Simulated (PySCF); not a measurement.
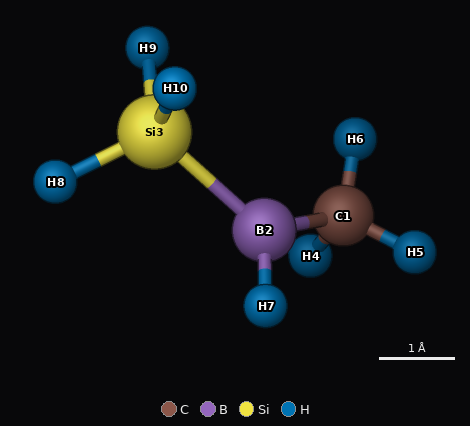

Fig. 1: The structure as given in the input (ball-and-stick view, seen at a tilt; atoms are numbered from 1 in the order of the input).

## Single-point calculation of CH7BSi

CH7BSi, SMILES CB[SiH3], computed with TPSS0/6-311G*, RKS, dispersion D4 (PySCF 2.14.0).

The geometry comes from this level: PBE0-D4/def2-TZVP.

Output:
```
PySCF version 2.14.0

[INPUT] num. atoms = 10
[INPUT] num. electrons = 32
[INPUT] charge = 0
[INPUT] spin (= nelec alpha-beta = 2S) = 0
[INPUT] symmetry False subgroup None
[INPUT] Mole.unit = angstrom
[INPUT] Symbol           X                Y                Z      unit          X                Y                Z       unit  Magmom
[INPUT]  1 C     -1.087900000000   0.975000000000  -0.576900000000 AA   -2.055833050914   1.842482971451  -1.090183001262 Bohr   0.0
[INPUT]  2 B      0.112000000000   0.000300000000  -0.689900000000 AA    0.211649325951   0.000566917837  -1.303722053337 Bohr   0.0
[INPUT]  3 Si     1.014100000000  -0.883100000000   0.884800000000 AA    1.916371262921  -1.668817140603   1.672029675015 Bohr   0.0
[INPUT]  4 H     -1.958400000000   0.307500000000  -0.716200000000 AA   -3.700839642348   0.581090783304  -1.353421850413 Bohr   0.0
[INPUT]  5 H     -1.157900000000   1.712200000000  -1.380000000000 AA   -2.188113879634   3.235589070480  -2.607822051900 Bohr   0.0
[INPUT]  6 H     -1.228600000000   1.454100000000   0.393400000000 AA   -2.321717516641   2.747850757730   0.743418257404 Bohr   0.0
[INPUT]  7 H      0.516800000000  -0.288200000000  -1.783700000000 AA    0.976610461175  -0.544619069100  -3.370704488387 Bohr   0.0
[INPUT]  8 H      1.154200000000  -2.354100000000   0.685500000000 AA    2.181121892973  -4.448604269839   1.295407258389 Bohr   0.0
[INPUT]  9 H      0.324900000000  -0.654200000000   2.186700000000 AA    0.613972017871  -1.236258830690   4.132264116586 Bohr   0.0
[INPUT] 10 H      2.393700000000  -0.320800000000   0.999300000000 AA    4.523437424371  -0.606224140760   1.888403316278 Bohr   0.0

nuclear repulsion = 91.0613289378965
number of shells = 49
number of NR pGTOs = 142
number of NR cGTOs = 83
basis = 6-311g*
ecp = {}

******** <class 'pyscf.df.df_jk.DFRKS'> ********
method = DFRKS
initial guess = minao
damping factor = 0
level_shift factor = 0
DIIS = <class 'pyscf.scf.diis.CDIIS'>
diis_start_cycle = 1
diis_space = 8
diis_damp = 0
SCF conv_tol = 1e-09
SCF conv_tol_grad = None
SCF max_cycles = 50
direct_scf = False
XC library pyscf.dft.libxc version 7.0.0
    S. Lehtola, C. Steigemann, M. J.T. Oliveira, and M. A.L. Marques.,  SoftwareX 7, 1–5 (2018)
XC functionals = tpss0
    J. Tao, J. P. Perdew, V. N. Staroverov, and G. E. Scuseria.,  Phys. Rev. Lett. 91, 146401 (2003)
    J. Tao, J. P. Perdew, V. N. Staroverov, and G. E. Scuseria.,  Phys. Rev. Lett. 91, 146401 (2003)
radial grids:
    Treutler-Ahlrichs [JCP 102, 346 (1995); DOI:10.1063/1.469408] (M4) radial grids

becke partition: Becke, JCP 88, 2547 (1988); DOI:10.1063/1.454033
pruning grids: <function nwchem_prune>
grids dens level: 3
symmetrized grids: False
atomic radii adjust function: <function treutler_atomic_radii_adjust>
small_rho_cutoff = 0
Set gradient conv threshold to 3.16228e-05
Initial guess from minao.
tot grids = 116000
******** <class 'pyscf.df.df.DF'> ********
auxbasis = cc-pvqz-jkfit
Calc dispersion correction with DFTD4.
Parameters: xc=tpss0, atm=True
init E= -356.469549530385
  HOMO = -0.310093879423  LUMO = -0.123756709063315  gap/eV = 5.07049
cycle= 1 E= -356.643984363582  delta_E= -0.174  |g|= 0.295  |ddm|= 2.11
  HOMO = -0.275591317654765  LUMO = -0.0419759628655805  gap/eV = 6.35700
cycle= 2 E= -356.647140405341  delta_E= -0.00316  |g|= 0.271  |ddm|= 0.399
  HOMO = -0.296115196561302  LUMO = -0.0605077329874821  gap/eV = 6.41121
cycle= 3 E= -356.66615919251  delta_E= -0.019  |g|= 0.0234  |ddm|= 0.209
  HOMO = -0.297205921780236  LUMO = -0.0597950677093159  gap/eV = 6.46028
cycle= 4 E= -356.666312611553  delta_E= -0.000153  |g|= 0.00457  |ddm|= 0.027
  HOMO = -0.296760887810462  LUMO = -0.0592717239145295  gap/eV = 6.46241
cycle= 5 E= -356.666318293828  delta_E= -5.68e-06  |g|= 0.000955  |ddm|= 0.00657
  HOMO = -0.296897936929726  LUMO = -0.0594428997738482  gap/eV = 6.46148
cycle= 6 E= -356.6663185971  delta_E= -3.03e-07  |g|= 0.00021  |ddm|= 0.00127
  HOMO = -0.296854489161118  LUMO = -0.0593883050483999  gap/eV = 6.46178
cycle= 7 E= -356.666318612751  delta_E= -1.57e-08  |g|= 5.23e-05  |ddm|= 0.000253
  HOMO = -0.296863184419272  LUMO = -0.0593962635059171  gap/eV = 6.46180
cycle= 8 E= -356.666318613709  delta_E= -9.57e-10  |g|= 7.58e-06  |ddm|= 7.59e-05
  HOMO = -0.296862376031103  LUMO = -0.059395123617233  gap/eV = 6.46181
```

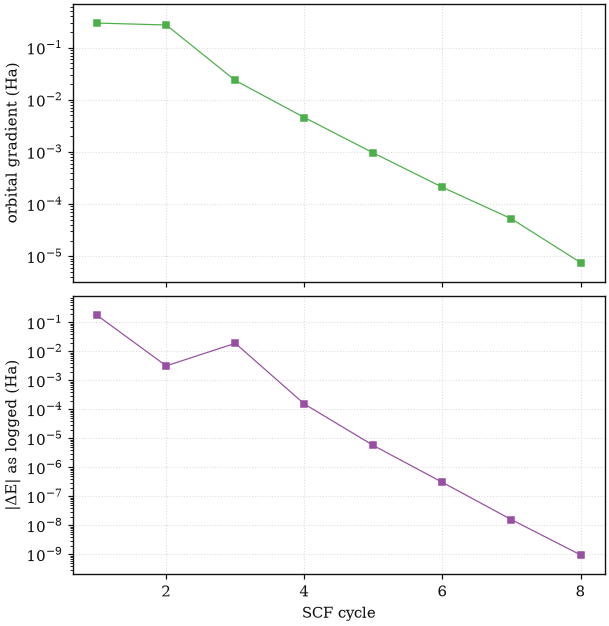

Fig. 2: Convergence of the self-consistent field: orbital gradient and size of the energy change against the SCF cycle. The residual falls at every step.

```
Extra cycle  E= -356.666318613727  delta_E= -1.86e-11  |g|= 4.82e-06  |ddm|= 1.48e-05
converged SCF energy = -356.666318613727
E(TPSS0) = -356.666318614
**** SCF Summaries ****
Total Energy =                        -356.666318613727242
Nuclear Repulsion Energy =              91.061328937896533
One-electron Energy =                 -670.473128072614600
Two-electron Energy =                  222.751889662736289
Two-electron Coulomb Energy =          255.788781326652668
DFT Exchange-Correlation Energy =      -33.036891663916386
HOMO-LUMO gap [eV] =                     6.461813072542588
Empirical Dispersion Energy =           -0.006409141745469
**** MO energy ****
MO #1   energy= -66.4192049130656  occ= 2
MO #2   energy= -10.2839321884647  occ= 2
MO #3   energy= -6.8569669450367   occ= 2
MO #4   energy= -5.35192079234645  occ= 2
MO #5   energy= -3.6591312314886   occ= 2
MO #6   energy= -3.65892174217114  occ= 2
MO #7   energy= -3.65769529266413  occ= 2
MO #8   energy= -0.74581290467205  occ= 2
MO #9   energy= -0.568199195566566 occ= 2
MO #10  energy= -0.484778396818121 occ= 2
MO #11  energy= -0.43618280666347  occ= 2
MO #12  energy= -0.426439108361345 occ= 2
MO #13  energy= -0.371003078183639 occ= 2
MO #14  energy= -0.360925862893077 occ= 2
MO #15  energy= -0.343798436751475 occ= 2
MO #16  energy= -0.296862376031103 occ= 2
MO #17  energy= -0.059395123617233 occ= 0
MO #18  energy= 0.04596504950728   occ= 0
MO #19  energy= 0.0629367888950859 occ= 0
MO #20  energy= 0.0735334288427555 occ= 0
MO #21  energy= 0.0804343959420834 occ= 0
MO #22  energy= 0.097307158413049  occ= 0
MO #23  energy= 0.10737862607925   occ= 0
MO #24  energy= 0.132788491721165  occ= 0
MO #25  energy= 0.15786207961326   occ= 0
MO #26  energy= 0.16961523153953   occ= 0
MO #27  energy= 0.183607361417041  occ= 0
MO #28  energy= 0.244918547784367  occ= 0
MO #29  energy= 0.25986589216659   occ= 0
MO #30  energy= 0.279138066651889  occ= 0
MO #31  energy= 0.311849555002671  occ= 0
MO #32  energy= 0.324695445561591  occ= 0
MO #33  energy= 0.343737771240613  occ= 0
MO #34  energy= 0.362131704805371  occ= 0
MO #35  energy= 0.400064204187762  occ= 0
MO #36  energy= 0.419890932706236  occ= 0
MO #37  energy= 0.44862543299203   occ= 0
MO #38  energy= 0.462078782126916  occ= 0
MO #39  energy= 0.541744523796897  occ= 0
MO #40  energy= 0.552372287976066  occ= 0
MO #41  energy= 0.59862201148901   occ= 0
MO #42  energy= 0.603142722704243  occ= 0
MO #43  energy= 0.617126674875675  occ= 0
MO #44  energy= 0.64138264145937   occ= 0
MO #45  energy= 0.65053999281446   occ= 0
MO #46  energy= 0.729144850817144  occ= 0
MO #47  energy= 0.815495107205663  occ= 0
MO #48  energy= 0.834796732070351  occ= 0
MO #49  energy= 0.861892242947734  occ= 0
MO #50  energy= 0.922920672858209  occ= 0
MO #51  energy= 0.941224233559297  occ= 0
MO #52  energy= 1.02424482209699   occ= 0
MO #53  energy= 1.10418393422661   occ= 0
MO #54  energy= 1.22017888850693   occ= 0
MO #55  energy= 1.23690226177882   occ= 0
MO #56  energy= 1.2575038010614    occ= 0
MO #57  energy= 1.30476684150507   occ= 0
MO #58  energy= 1.31456398369696   occ= 0
MO #59  energy= 1.56164229585408   occ= 0
MO #60  energy= 1.58634027457722   occ= 0
MO #61  energy= 1.63238811683617   occ= 0
MO #62  energy= 1.73090496732713   occ= 0
MO #63  energy= 1.87270272093235   occ= 0
MO #64  energy= 1.90248795783254   occ= 0
MO #65  energy= 2.05247728363545   occ= 0
MO #66  energy= 2.28549438356291   occ= 0
MO #67  energy= 2.45019526735381   occ= 0
MO #68  energy= 2.50066684858732   occ= 0
MO #69  energy= 2.50499633698691   occ= 0
MO #70  energy= 2.51521416179207   occ= 0
MO #71  energy= 2.53311546528663   occ= 0
MO #72  energy= 2.54151842999252   occ= 0
MO #73  energy= 2.66129288900191   occ= 0
MO #74  energy= 3.19010908334151   occ= 0
MO #75  energy= 3.27441358388404   occ= 0
MO #76  energy= 3.45226630694222   occ= 0
MO #77  energy= 5.52540455463412   occ= 0
MO #78  energy= 11.3923927696335   occ= 0
MO #79  energy= 11.4126510335004   occ= 0
MO #80  energy= 11.4905903687521   occ= 0
MO #81  energy= 14.4904184921942   occ= 0
MO #82  energy= 23.8170406918768   occ= 0
MO #83  energy= 141.598308357781   occ= 0
 ** Mulliken pop on meta-lowdin orthogonal AOs  **
 ** Mulliken pop  **
pop of  0 C 1s            1.99995
pop of  0 C 2s            1.02403
pop of  0 C 3s            0.00106
pop of  0 C 4s            0.00001
pop of  0 C 2px           1.15028
pop of  0 C 2py           1.11699
pop of  0 C 2pz           1.11631
pop of  0 C 3px           0.00106
pop of  0 C 3py           0.00128
pop of  0 C 3pz           0.00204
pop of  0 C 4px           0.00012
pop of  0 C 4py           0.00008
pop of  0 C 4pz           0.00019
pop of  0 C 3dxy          0.00164
pop of  0 C 3dyz          0.00200
pop of  0 C 3dz^2         0.00199
pop of  0 C 3dxz          0.00022
pop of  0 C 3dx2-y2       0.00016
pop of  1 B 1s            1.99986
pop of  1 B 2s            0.93557
pop of  1 B 3s            0.00319
pop of  1 B 4s            0.00005
pop of  1 B 2px           0.55270
pop of  1 B 2py           0.49173
pop of  1 B 2pz           1.02034
pop of  1 B 3px           0.00431
pop of  1 B 3py           0.00345
pop of  1 B 3pz           0.00487
pop of  1 B 4px           0.00043
pop of  1 B 4py           0.00034
pop of  1 B 4pz           0.00009
pop of  1 B 3dxy          0.00121
pop of  1 B 3dyz          0.00160
pop of  1 B 3dz^2         0.00238
pop of  1 B 3dxz          0.00153
pop of  1 B 3dx2-y2       0.00038
pop of  2 Si 1s           1.99996
pop of  2 Si 2s           1.99976
pop of  2 Si 3s           1.07068
pop of  2 Si 4s           0.00319
pop of  2 Si 5s           0.00020
pop of  2 Si 6s           0.00059
pop of  2 Si 2px          1.99991
pop of  2 Si 2py          1.99991
pop of  2 Si 2pz          1.99992
pop of  2 Si 3px          0.84565
pop of  2 Si 3py          0.84501
pop of  2 Si 3pz          0.85172
pop of  2 Si 4px          0.01061
pop of  2 Si 4py          0.01079
pop of  2 Si 4pz          0.01198
pop of  2 Si 5px          0.00011
pop of  2 Si 5py          0.00010
pop of  2 Si 5pz          0.00021
pop of  2 Si 6px          0.00003
pop of  2 Si 6py          0.00003
pop of  2 Si 6pz          0.00004
pop of  2 Si 3dxy         0.00386
pop of  2 Si 3dyz         0.00287
pop of  2 Si 3dz^2        0.00813
pop of  2 Si 3dxz         0.00604
pop of  2 Si 3dx2-y2      0.00813
pop of  3 H 1s            0.84797
pop of  3 H 2s            0.00592
pop of  3 H 3s            0.00247
pop of  4 H 1s            0.87011
pop of  4 H 2s            0.00647
pop of  4 H 3s            0.00270
pop of  5 H 1s            0.87809
pop of  5 H 2s            0.00612
pop of  5 H 3s            0.00272
pop of  6 H 1s            0.98770
pop of  6 H 2s            0.00519
pop of  6 H 3s            0.00099
pop of  7 H 1s            1.08052
pop of  7 H 2s            0.00377
pop of  7 H 3s            0.00047
pop of  8 H 1s            1.09169
pop of  8 H 2s            0.00367
pop of  8 H 3s            0.00054
pop of  9 H 1s            1.07589
pop of  9 H 2s            0.00367
pop of  9 H 3s            0.00047
 ** Mulliken atomic charges  **
charge of    0C =     -0.41942
charge of    1B =     -0.02402
charge of    2Si =      0.32057
charge of    3H =      0.14365
charge of    4H =      0.12071
charge of    5H =      0.11307
charge of    6H =      0.00612
charge of    7H =     -0.08475
charge of    8H =     -0.09590
charge of    9H =     -0.08003
Dipole moment(X, Y, Z, Debye): -0.91513,  0.57801, -0.51806
```

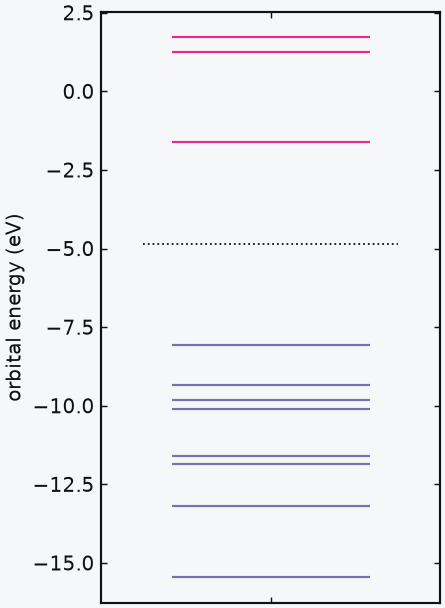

Fig. 3: Orbital energies near the frontier; the dotted line parts filled from empty levels, and levels within 0.02 eV of each other stand side by side. Highest filled −8.08 eV, lowest empty −1.62 eV, 6.46 eV apart.

This output came from the following input.

Input file (run.py):
```python
# CB[SiH3]
from pyscf import gto, dft

molecule = gto.Mole()
molecule.atom = 'geometry.xyz'
molecule.max_memory = 1860
molecule.charge = 0
molecule.verbose = 4
molecule.basis = '6-311g*'
molecule.build()

ks = dft.RKS(molecule)
ks.xc = 'tpss0'
ks = ks.density_fit(auxbasis='cc-pvqz-jkfit')
ks.disp = 'd4'
ks.kernel()

energy = ks.e_tot
print('E(%s) = %.9f' % ('TPSS0', energy))
ks.analyze()
```

File geometry.xyz:
```
10

C     -1.087900     0.975000    -0.576900
B      0.112000     0.000300    -0.689900
Si     1.014100    -0.883100     0.884800
H     -1.958400     0.307500    -0.716200
H     -1.157900     1.712200    -1.380000
H     -1.228600     1.454100     0.393400
H      0.516800    -0.288200    -1.783700
H      1.154200    -2.354100     0.685500
H      0.324900    -0.654200     2.186700
H      2.393700    -0.320800     0.999300
```

Run as:
```bash
OMP_NUM_THREADS=1 python run.py
```

Key numbers:

- outcome: converged
- total energy: −356.666319 hartree
- dispersion energy: −0.006409 hartree
- basis functions: 83
- HOMO: −8.08 eV
- LUMO: −1.62 eV
- dipole moment: 1.20 D
- hardware: 1 thread of Arm Neoverse V2, 24 GiB of memory available, shared host
- wall time: 11 s
- peak memory: 0.44 GiB
